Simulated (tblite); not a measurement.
**C$_{5}$H$_{11}$NO$_{3}$Si: frequency calculation**

The run: frequency calculation of C$_{5}$H$_{11}$NO$_{3}$Si. Method and program: GFN2-xTB harmonic vibrations, gas phase (tblite 0.8.0).

It belongs to a series of runs on one base structure; here: H on C replaced by OC2H5.

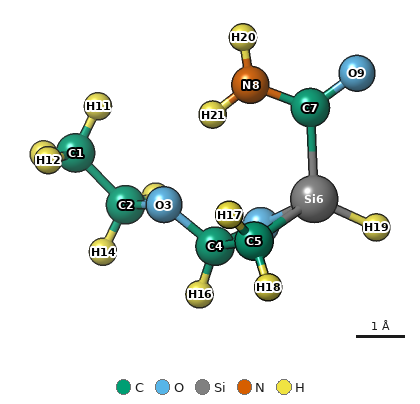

*The structure as given in the input (ball-and-stick view, seen at a tilt; atoms are numbered from 1 in the order of the input).*

**Key numbers**

- outcome: converged
- total energy: −902.9851 eV
- zero-point energy: 101.2080 kcal/mol
- hardware: 1 CPU thread, shared host
- wall time: 0.86 s
- peak memory: 0.18 GiB

**Input**
```
{"job": {"kind": "ir", "xc": "GFN2-xTB", "basis": "xTB"}, "charge": 0, "multiplicity": 1}
C     -2.222956     1.826508    -0.417820
C     -1.940216     0.334733    -0.387163
O     -0.871282     0.094046     0.521818
C     -0.439534    -1.221248     0.549100
C      0.728857    -1.363313     1.522307
Si     1.760851    -1.544805    -0.077711
C      2.649841     0.083061    -0.597392
N      1.879321     1.181040    -0.451344
O      3.788997     0.129327    -1.018016
O      0.201302    -1.568041    -0.679609
H     -1.364161     2.368566    -0.805039
H     -2.435458     2.181586     0.586864
H     -3.079819     2.023032    -1.055389
H     -2.826846    -0.221879    -0.050835
H     -1.657973    -0.032020    -1.381409
H     -1.282243    -1.911400     0.698718
H      0.843970    -0.488870     2.153106
H      0.642670    -2.248418     2.141218
H      2.449073    -2.792667    -0.349783
H      2.238883     2.083262    -0.724851
H      0.927804     1.104444    -0.121701
```

The first line tells a small driver script what to run in tblite; the rest is the geometry in Å.

Launched with:
```bash
OMP_NUM_THREADS=1 python <driver script> task.json out
```

**Log**
```
mode    cm-1     km/mol
  1      36.3      0.77
  2      63.7      4.52
  3      69.6      0.95
  4     112.1      4.44
  5     118.5      5.68
  6     154.0     15.56
  7     194.4      0.44
  8     213.2      2.29
  9     301.4      0.50
 10     354.7      9.28
 11     399.3     12.47
 12     416.9     16.13
 13     451.8     31.03
 14     456.7    148.42
 15     534.1     72.22
 16     534.7     33.68
 17     616.9     29.21
 18     622.1     78.69
 19     648.0      3.23
 20     670.4     59.21
 21     710.1    143.14
 22     754.7    106.50
 23     837.7      3.28
 24     861.1    149.40
 25     906.8     49.05
 26     956.1    102.28
 27     977.0     67.28
 28    1056.0     20.19
 29    1063.2     12.94
 30    1091.0     32.03
 31    1121.3     75.87
 32    1149.7     13.78
 33    1161.1     49.92
 34    1167.4     40.18
 35    1245.6      0.78
 36    1257.7     36.87
 37    1261.9     86.33
 38    1303.0     40.58
 39    1344.6      4.58
 40    1400.6     10.10
 41    1441.6     11.99
 42    1450.5     62.47
 43    1477.9      3.94
 44    1487.7      0.63
 45    1492.2      3.26
 46    1719.0    445.90
 47    2376.4    296.57
 48    2863.2     83.22
 49    2875.9     71.74
 50    2921.0     32.72
 51    3041.9      6.82
 52    3044.2     25.46
 53    3047.4     32.03
 54    3051.5     16.20
 55    3054.3     27.06
 56    3386.8     75.97
 57    3469.2     27.61
```

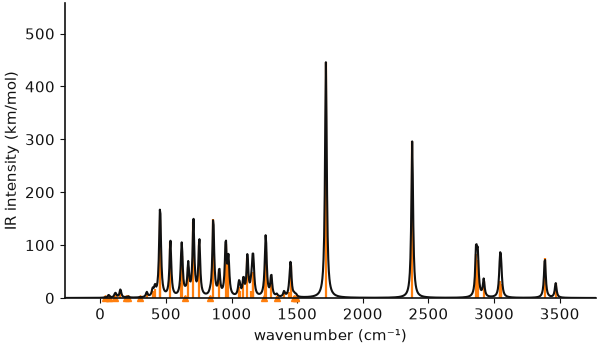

*Harmonic infrared spectrum, unscaled: sticks (degenerate modes added up, dark ones marked on the axis) with a Lorentzian envelope of 16 cm⁻¹ full width, scaled to the tallest stick.*

57 modes from 36 to 3469 cm⁻¹, none imaginary. The strongest line is at 1719 cm⁻¹ (446 km/mol).
